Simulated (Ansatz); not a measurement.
# CH₇ClGeO: phonon calculation

System: CH₇ClGeO.
Method: UKS PBE-D4/def2-SVP (Ansatz 0.2.0).

It belongs to a series of runs on one base structure; here: vibrations at the highest image of the band. Figures and captions count atoms from 1; the log counts them from 0 in places.

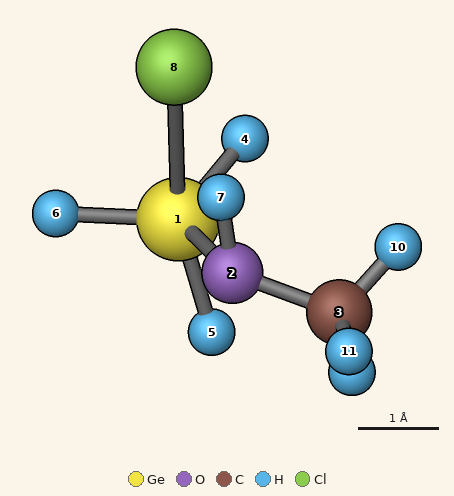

Fig. 1: The structure as given in the input (ball-and-stick view, seen at a tilt; atoms are numbered from 1 in the order of the input). Sticks mark near contacts. Bond lengths as drawn: Cl–Ge 2.63 Å, C–H 1.11 Å, C–O 1.43 Å, Ge–H 1.54 to 1.58 Å, Ge–O 2.05 Å and H–O 1.06 Å.

Input file
```yaml
crystal:
  periodic: [false, false, false]
  atoms:
    - { symbol: Ge, position_ang: [-0.406591, -0.026664, 1.421178] }
    - { symbol: O, position_ang: [0.753975, 0.028919, -0.262541] }
    - { symbol: C, position_ang: [0.254267, -0.535239, -1.483037] }
    - { symbol: H, position_ang: [-1.876943, 0.448708, 1.368498] }
    - { symbol: H, position_ang: [-0.466924, -1.582481, 1.178913] }
    - { symbol: H, position_ang: [0.425474, 0.205242, 2.696579] }
    - { symbol: H, position_ang: [0.774663, 1.086389, -0.258577] }
    - { symbol: Cl, position_ang: [0.144188, 2.449046, 0.721757] }
    - { symbol: H, position_ang: [-0.103322, -1.56145, -1.270095] }
    - { symbol: H, position_ang: [-0.579306, 0.073206, -1.893131] }
    - { symbol: H, position_ang: [1.08042, -0.585679, -2.219441] }
magnetization:
  spin_polarized: true
basis:
  gaussian: { orbitals: def2-SVP }
hamiltonian:
  xc: pbe
  dispersion: d4
phonons: {}
```

Machine: 4 threads of Arm Neoverse N1, 16 GiB of memory available, shared host.

Command:
```bash
ansatz run input.yaml --threads 4 --pin off --max-ram 5120MiB --backend cpu --events-out ev --progress --plain --runs-dir out
```

The program's output
```
Engine: ansatz 0.2.0, aarch64-unknown-linux-gnu
Functional definition: PBE
  parameter kappa = 0.804
  parameter beta = 0.06672455060314922
  exchange = pbe_x(kappa = kappa, mu = beta*pi^2/3)
  correlation = pbe_c(beta = beta)
1253 factors; their error is unknown
mean field evaluation 1: about -72202.7708 eV, gradient 3.5e1 eV
mean field evaluation 2: about -72191.4598 eV, gradient 6.4e1 eV
mean field evaluation 4: about -72207.6165 eV, gradient 3.9e0 eV
mean field evaluation 8: about -72207.6183 eV, gradient 1.3e-1 eV
mean field evaluation 16: about -72207.6183 eV, gradient 3.5e-5 eV
mean field -72207.61834084 eV, -2653.5810299441 hartree, gradient 3.5e-5 eV, S^2 0.000000; 0 other end points of the search recorded, 0 dependent functions left out
the calculation of the forces begins
reference -72207.61837711 eV, -2653.5810312771 hartree; 35, 35 occupied and 78, 78 virtual orbitals, 1253 factors
these checks for a lower state are left out or cut short: stability, starts, cluster_reference, orbital_swaps, neighbouring_geometries, increment
1253 factors; their error is unknown
mean field -72207.61823893 eV, -2653.5810261992 hartree, gradient 1.7e-6 eV, S^2 0.000000; 0 other end points of the search recorded, 0 dependent functions left out
[... from here on the field's lines of each further geometry are left out, up to the last ...]
the calculation of the forces begins
reference -72207.61831768 eV, -2653.5810290930 hartree; 35, 35 occupied and 78, 78 virtual orbitals, 1253 factors
these checks for a lower state are left out or cut short: stability, starts, cluster_reference, orbital_swaps, neighbouring_geometries, increment
1253 factors; their error is unknown
mean field -72207.61829613 eV, -2653.5810283011 hartree, gradient 1.0e-6 eV, S^2 0.000000; 0 other end points of the search recorded, 0 dependent functions left out
the calculation of the forces begins
reference -72207.61833240 eV, -2653.5810296341 hartree; 35, 35 occupied and 78, 78 virtual orbitals, 1253 factors
WARN: phonons: modes at or below zero, which the zero-point energy, F, S and C_V leave out: 1, the lowest at -142.21 cm⁻¹. A minimum has none, and a first-order saddle one
Total energy: -72207.83803177 eV, -2653.5891034369 hartree
Atom 0 at    -0.406591    -0.026664     1.421178 Å, force    -0.001069    -0.004711    -0.006441 eV/Å
Atom 1 at     0.753975     0.028919    -0.262541 Å, force     0.002460    -0.007068     0.006435 eV/Å
Atom 2 at     0.254267    -0.535239    -1.483037 Å, force    -0.003452     0.001252     0.001135 eV/Å
Atom 3 at    -1.876943     0.448708     1.368498 Å, force     0.001530     0.000098    -0.000101 eV/Å
Atom 4 at    -0.466924    -1.582481     1.178913 Å, force    -0.000631     0.001402     0.003605 eV/Å
Atom 5 at     0.425474     0.205242     2.696579 Å, force    -0.000511     0.000829     0.000395 eV/Å
Atom 6 at     0.774663     1.086389    -0.258577 Å, force     0.000495     0.004550    -0.003125 eV/Å
Atom 7 at     0.144188     2.449046     0.721757 Å, force     0.001092     0.000586    -0.001039 eV/Å
Atom 8 at    -0.103322    -1.561450    -1.270095 Å, force     0.001599     0.000283    -0.001222 eV/Å
Atom 9 at    -0.579306     0.073206    -1.893131 Å, force    -0.001489    -0.000692    -0.000029 eV/Å
Atom 10 at     1.080420    -0.585679    -2.219441 Å, force    -0.000023     0.003471     0.000387 eV/Å
Dipole moment:    -0.076395    -0.708919    -0.401205 e Å
Vibrations: -142.21 73.28 132.24 157.25 205.91 338.73 366.95 548.58 623.88 762.43 870.66 900.25 937.68 1023.29 1123.69 1136.95 1279.13 1392.60 1414.24 1428.02 1976.89 2086.82 2138.06 2381.70 2966.32 3066.19 3086.32 cm⁻¹, zero-point energy 2.009664 eV
```

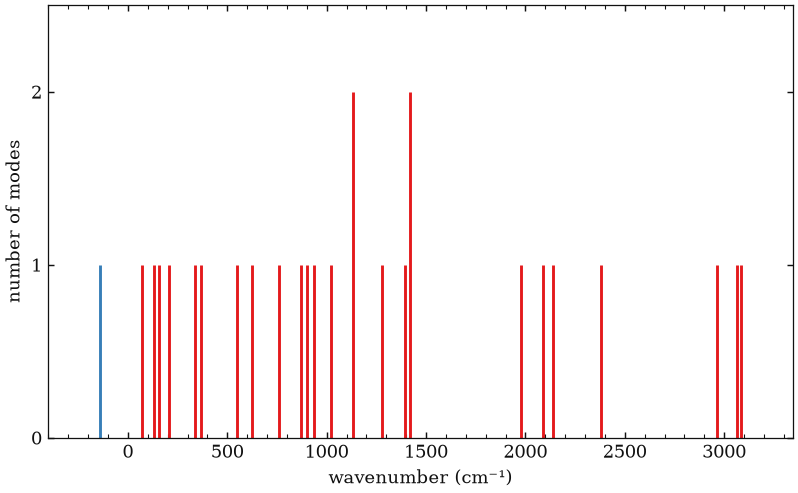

Fig. 2: Harmonic vibrational wavenumbers from the force constants; neighbouring modes closer than 15 cm⁻¹ are counted in one stick, and imaginary ones are drawn at negative wavenumbers. 27 modes from 142i to 3086 cm⁻¹, 1 imaginary beyond 8i (142i cm⁻¹): a first-order saddle point, if the geometry is stationary.

Key numbers

| quantity | value |
| --- | --- |
| outcome | converged |
| total energy | −72207.8380 eV |
| mean-field energy | −72207.6184 eV |
| largest force (length of the vector) | 0.010 eV/Å |
| wall time | 1.9 min (CPU time 7.2 min) |
| peak memory | 0.2 GiB |
